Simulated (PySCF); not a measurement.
# SH2: relaxation and vibrations of the triplet

The task is one start of a wider search on SH2: the triplet, from a bent start. It is relaxed, tested by its Hessian and followed downhill if it is a saddle.

Computed with PySCF 2.14.0. Level: PBE, basis S def2-TZVP, H def2-TZVP, no relativity, density fitting.

## 1. Where the work starts

3 atoms, charge 0, spin multiplicity 3.

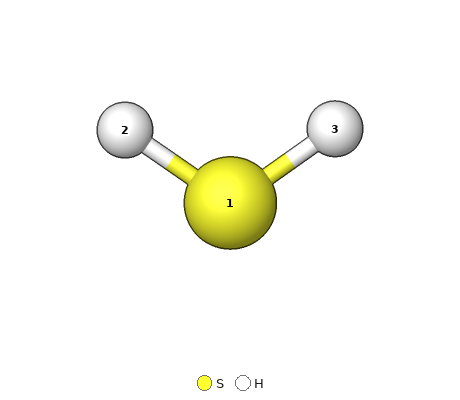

Start geometry, drawn with sulfur yellow, hydrogen white; atoms are numbered from 1 in the order of the file.

```xyz
3
charge 0 multiplicity 3
S     0.0000    0.0000    0.0000
H     1.1059    0.0000    0.7743
H    -1.1059    0.0000    0.7743
```

## 2. Finding the electronic state

One driver script runs all steps and calls PySCF; scf.py shows how it sets up the SCF of each step. The optimiser is the driver's own. After this first run the driver tries any further starts and a stability analysis.

File scf.py:

```python
from pyscf import gto, scf, dft
mol = gto.M(atom='''
S      0.000000     0.000000     0.000000
H      1.105900     0.000000     0.774300
H     -1.105900     0.000000     0.774300''',
    basis={'S': 'def2-TZVP', 'H': 'def2-TZVP'},
    charge=0, spin=2)
mf = dft.UKS(mol, xc='PBE')
mf.grids.atom_grid = (50, 194)
aux = {'S': 'def2-universal-JKFIT', 'H': 'def2-universal-JKFIT'}
mf = mf.density_fit(auxbasis=aux)
mf.conv_tol = 1e-08
mf.diis_space = 10
mf.max_cycle = 60
mf.init_guess = 'minao'
mf.verbose = 4
mf.kernel()
```

Started as:

```console
> OMP_NUM_THREADS=2 python axn.py task.json out
```

Log:

```text
init E= -399.151637868419
[... the frontier-level lines of each cycle are left out ...]
cycle= 1 E= -399.020915960473  delta_E= 0.131  |g|= 0.0987  |ddm|= 3.12
cycle= 2 E= -399.024190851712  delta_E= -0.00327  |g|= 0.0587  |ddm|= 0.22
cycle= 3 E= -399.025485317442  delta_E= -0.00129  |g|= 0.0202  |ddm|= 0.122
cycle= 4 E= -399.025722812812  delta_E= -0.000237  |g|= 0.00334  |ddm|= 0.0477
cycle= 5 E= -399.025730681597  delta_E= -7.87e-06  |g|= 0.000299  |ddm|= 0.00707
cycle= 6 E= -399.02573074524  delta_E= -6.36e-08  |g|= 5.91e-05  |ddm|= 0.000603
cycle= 7 E= -399.025730747937  delta_E= -2.7e-09  |g|= 3.04e-05  |ddm|= 0.000255
Extra cycle  E= -399.025730748046  delta_E= -1.09e-10  |g|= 3.05e-05  |ddm|= 0.000234
converged SCF energy = -399.025730748046  <S^2> = 2.0037793  2S+1 = 3.0025185
```

This step, with its further starts and checks, ran for 3.9 s (2 threads of Arm Neoverse V1, shared host).

The starts that the driver tried:

| start | energy (Eh) |
| --- | --- |
| the minimal-basis guess | -399.025731 |
| a thermally smeared density | -399.025731 |
| a smeared PBE density | -399.025731 |

The test of internal stability and the other starts found no lower solution of this spin.

## 3. Relaxing the triplet from the bent start

The program finds C2v symmetry in the start, which this walk keeps. Threshold on the gradient: 0.0003 Eh/bohr, with a further test on the energy change.

scf.py, as its differences from that of step 2:

```diff
@@ -3,3 +3,3 @@
-S      0.000000     0.000000     0.000000
-H      1.105900     0.000000     0.774300
-H     -1.105900     0.000000     0.774300''',
+S      0.000000     0.000000    -0.045920
+H      1.105900     0.000000     0.728380
+H     -1.105900     0.000000     0.728380''',
@@ -15 +14,0 @@
-mf.init_guess = 'minao'
```

Steps of the walk:

```
step  energy (Eh)  change (kJ/mol)  largest symmetric gradient (Eh/bohr)
   0  -399.025731             0.00                               0.07037
   1  -399.056965           -82.01                               0.03125
   2  -399.072331          -122.35                               0.01621
   3  -399.073145          -124.49                               0.01329
   4  -399.074659          -128.46                               0.00559
   5  -399.075111          -129.65                               0.00132
   6  -399.075130          -129.70                               0.00001
```

The walk took 3.6 s.

Geometry (Å) and forces (eV/Å) at some steps:

```
step 0
S    0.000   0.000  -0.046   0.000   0.000  -2.477
H    1.106   0.000   0.728   3.619   0.000   1.239
H   -1.106   0.000   0.728  -3.619   0.000   1.239
step 1
S    0.000   0.000  -0.006   0.000   0.000   0.286
H    1.279   0.000   0.708   1.607   0.000  -0.143
H   -1.279   0.000   0.708  -1.607   0.000  -0.143
step 3
S    0.000   0.000   0.148   0.000   0.000   0.683
H    1.513   0.000   0.631  -0.353   0.000  -0.342
H   -1.513   0.000   0.631   0.353   0.000  -0.342
step 6
S    0.000   0.000   0.251   0.000   0.000   0.000
H    1.502   0.000   0.580   0.001   0.000   0.000
H   -1.502   0.000   0.580  -0.001   0.000   0.000
```

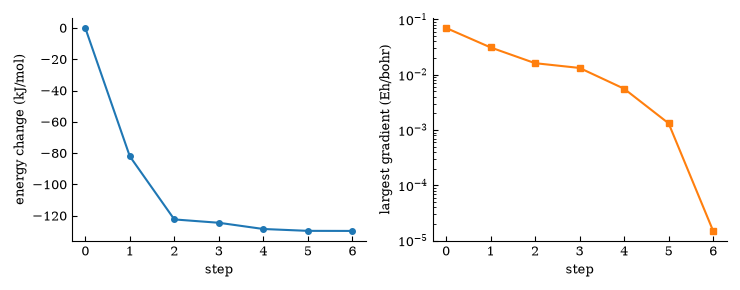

Energy and largest gradient along the walk.

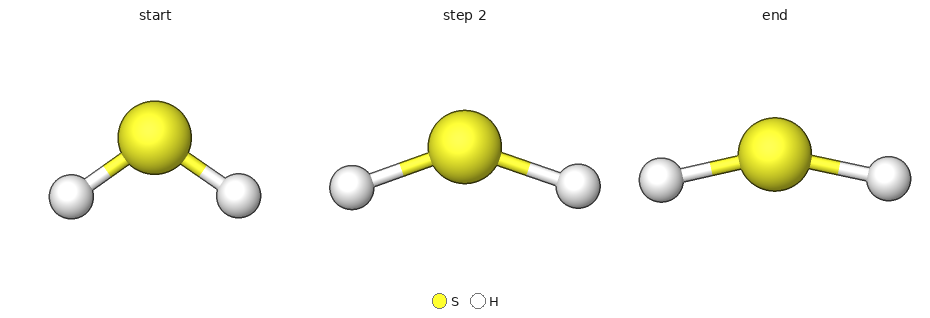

Start and end of the relaxation, with a step between.

End point (C2v, 6 steps, 129.7 kJ/mol gained): S–H 1.538 Å (×2); H–S–H 155.3°.

## 4. Vibrations and properties at this point

On the finer grid the gradient is checked again; gradients at displacements of ±0.02 bohr then give force constants and infrared intensities.

scf.py, as its differences from that of step 3:

```diff
@@ -3,3 +3,3 @@
-S      0.000000     0.000000    -0.045920
-H      1.105900     0.000000     0.728380
-H     -1.105900     0.000000     0.728380''',
+S     -0.000000     0.000000    -0.019533
+H      1.502451     0.000000     0.309829
+H     -1.502451     0.000000     0.309829''',
@@ -9 +9 @@
-mf.grids.atom_grid = (50, 194)
+mf.grids.atom_grid = (75, 302)
@@ -12 +12 @@
-mf.conv_tol = 1e-08
+mf.conv_tol = 1e-10
```

This SCF starts from the last density.

SCF at the final geometry:

```text
init E= -399.075134163824
[... the frontier-level lines of each cycle are left out ...]
cycle= 1 E= -399.075134163825  delta_E= -9.09e-13  |g|= 3.56e-07  |ddm|= 8.34e-07
Extra cycle  E= -399.075134163826  delta_E= -9.66e-13  |g|= 4.24e-07  |ddm|= 9.78e-07
converged SCF energy = -399.075134163826  <S^2> = 2.0069349  2S+1 = 3.0046197
```

The whole step took 8.2 s.

Geometry: C2v; S–H 1.538 Å (×2); H–S–H 155.3°.

Modes, for the most abundant isotopes:

| symmetry | ω (cm⁻¹) | IR (km/mol) | μ (u) | type |
| --- | --- | --- | --- | --- |
| b2 | 437 | 921 | 1.07 | stretch |
| a1 | 635 | 0.2 | 1.07 | bend |
| a1 | 1771 | 2.5 | 1.01 | stretch |

All wavenumbers are real: a minimum.

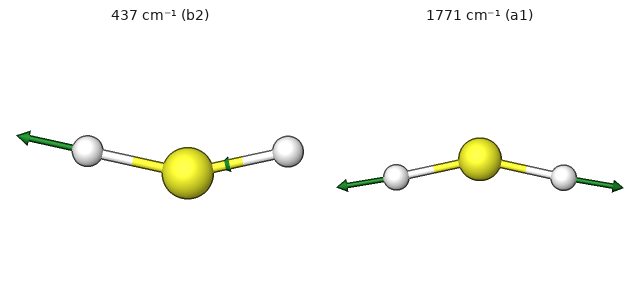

How the atoms move in 2 of the modes.

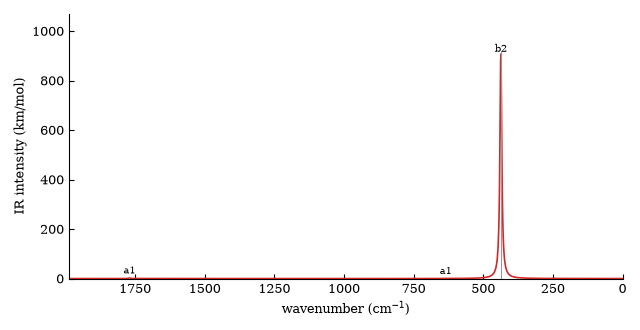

The harmonic infrared spectrum (widths in cm⁻¹). Lines are broadened to a width of 8 cm⁻¹ (Lorentzian).

Properties at this point:

```yaml
Dipole_moment: 0.21 D
Highest_occupied_level: -4.82 eV
Lowest_empty_level: -5.91 eV
Rotational_constants: 81.96, 3.705, 3.545 cm⁻¹
Zero-point_energy: 17.0 kJ/mol
Principal_polarisabilities: 13.3, 15.3, 47.1 bohr³
Atomisation_energy_without_zero-point_energy: 361 kJ/mol
Principal_traceless_quadrupole_moments_about_the_centre_of_mass: -1.85, 0.20, 1.65 D Å
Entropy_at_298.15_K_and_1_bar_electronic_part_spin_only: 216.1 J/(mol K)
Heat_capacity_Cp_at_298.15_K: 43.2 J/(mol K)
Enthalpy_at_298.15_K_above_0_K: 11.01 kJ/mol
Rotational_symmetry_number: 2
Spin_squared_⟨S²⟩: 2.007
```

Populations by atom (charges in e):

| atom | Mulliken | Löwdin | polar tensor | spin (Mulliken) | Mayer order to S1 |
| --- | --- | --- | --- | --- | --- |
| S1 | -0.07 | 0.05 | 0.39 | 1.15 | – |
| H2,3 | 0.03 | -0.03 | -0.19 | 0.43 | 0.64 |

Outer orbital energies (eV). α occupied: -156.57, -156.36, -156.11, -18.65, -11.80, -8.26, -7.47, -4.82; empty: -0.05, 3.29, 5.33, 6.01. β occupied: -2397.34, -210.08, -156.26, -156.15, -155.96, -17.41, -10.82, -6.79; empty: -5.91, -2.87, 1.05, 4.10.

Mulliken populations on S1: s 5.88, p 10.06, d 0.12, f 0.01.

## 5. Outcome

| quantity | value |
| --- | --- |
| minimum | triplet, C2v |
| geometry | S–H 1.538 Å (×2); H–S–H 155.3° |
| wavenumbers (cm⁻¹) | 437 (b2), 635 (a1), 1771 (a1) |
| dipole moment | 0.21 D |
| highest occupied, lowest empty level (either spin) | -4.82, -5.91 eV |
| polar-tensor charge of S1 | +0.39 e |
| zero-point energy | 17.0 kJ/mol |
| entropy at 298.15 K | 216.1 J/(mol K) |
| atomisation energy (no zero-point energy) | 361 kJ/mol |
| ⟨S²⟩ | 2.007 |

In words: The bent start keeps its C2v symmetry and ends in a minimum. An empty level of one spin lies below a filled level of the other, which hints that a lower spin is more stable. The strongest infrared band lies at 437 cm⁻¹ (b2, stretch). Most of the spin sits on S1 (Mulliken spin 1.15, against 2 for the whole molecule). Only this shape and spin were tried, so other structures or states may lie lower.

The search up to here took 16 s.
